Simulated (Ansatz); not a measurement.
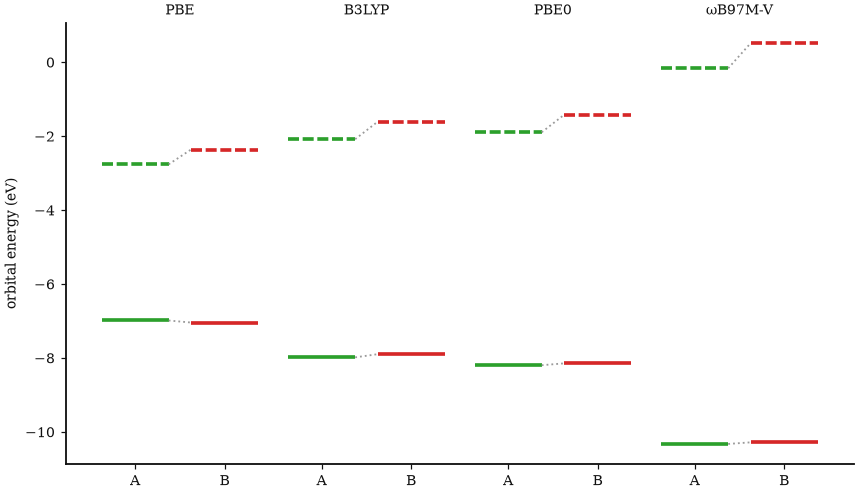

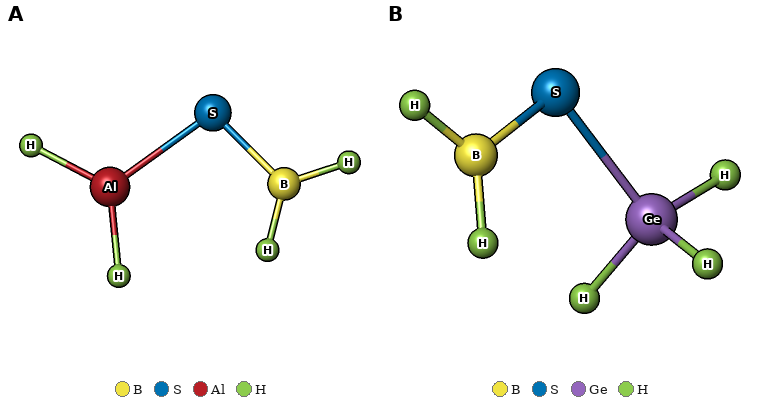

One change: A, AlBH₄S (SMILES B[S][AlH2]), becomes B, BGeH₅S (SMILES B[S][GeH3]). AlH₂ on S is replaced by GeH₃. HOMO (solid) and LUMO (dashed) computed in def2-TZVPP at PBE0-D4/def2-TZVP geometries, both minima by their frequencies, gas phase, the Ansatz code 0.2.0. Empty levels above zero depend strongly on the basis.

Question: What does the change do to HOMO and LUMO?

Answer: PBE: the HOMO falls by 0.06 eV, the LUMO rises by 0.40 eV, and the separation goes from 4.22 to 4.68 eV. B3LYP: the HOMO rises by 0.09 eV, the LUMO rises by 0.47 eV, and the separation goes from 5.90 to 6.29 eV. PBE0: the HOMO rises by 0.05 eV, the LUMO rises by 0.47 eV, and the separation goes from 6.30 to 6.72 eV. ωB97M-V: the HOMO rises by 0.04 eV, the LUMO rises by 0.68 eV, and the separation goes from 10.16 to 10.80 eV.

Question: Do the functionals agree on the effect?

Answer: They agree on the larger shifts, and differ in sign only where the shift is under 0.1 eV; the HOMO shift lies between −0.06 and 0.09 eV and the LUMO shift between 0.40 and 0.68 eV, while the separations themselves differ by up to 6.1 eV between functionals.
